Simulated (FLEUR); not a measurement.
# Converging the basis cutoff: AlAu (P4mm, 2 atoms in the cell)

```xyz
2
Lattice="3.2143 0.0000 0.0000 0.0000 3.2143 0.0000 0.0000 0.0000 3.2143" Properties=species:S:1:pos:R:3 pbc="T T T"
Al     0.0000     0.0000     0.0500
Au     1.6071     1.6071     1.6071
```

Method of the run: LDA (Vosko-Wilk-Nusair), all-electron FLAPW (FLEUR), scalar-relativistic valence in FLEUR.

Base settings: Kmax = 4.2 1/bohr; GmaxXC = 16.8 1/bohr; xcFunctional = vwn; jspins = 1; l_soc = F; mode = hist; fermiSmearingEnergy = 0.00367493 Htr; mesh (inpgen div1-3) = 4 4 4; inpgen gamma flag = true; Gmax = 16.8 1/bohr.

Moved along: Gmax, GmaxXC.

The mesh stays at the base's, so the ladder's end is converged at best in this setting alone.

Only quantities that move along the ladder and can be compared are tabulated.

The starting cell comes from a database of computed structures (which also holds hypothetical and non-ambient phases and stackings), without a prior relaxation at this level. Its lattice was rescaled by up to half a per cent. One atom was moved a little off its site on purpose. Values depend on the basis (sphere radii, cutoffs, local orbitals), which need not be converged.

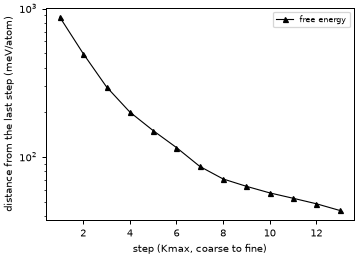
*Distance from the last step along the ladder; very small values are drawn at a floor.*

```csv
Kmax,free energy less the last step's (meV/atom),largest difference of a force vector from the last step's (eV/Å)
2.48 1/bohr,873.40,0.030
2.66 1/bohr,497.32,0.009
2.82 1/bohr,296.61,0.004
2.97 1/bohr,200.69,0.002
3.11 1/bohr,150.52,0.003
3.25 1/bohr,115.68,0.002
3.51 1/bohr,86.34,0.001
3.76 1/bohr,71.07,0.001
3.98 1/bohr,63.39,0.001
4.2 1/bohr,57.26,0.001
4.4 1/bohr,52.68,0.000
4.6 1/bohr,48.37,0.000
4.88 1/bohr,43.61,0.001
5.14 1/bohr,0.00,0.000
```

Coarsest Kmax that holds the forces within 0.02 eV/Å of the last step, with all finer ones: 2.66 1/bohr; the step before is off by 0.030 eV/Å.

Coarsest Kmax that holds the free energy within 5 meV/atom: not settled: the last two steps still differ by 44 meV/atom, over half the tolerance, so the ladder does not show it.

Left out of this page: 1 run of the series failed or unconverged.
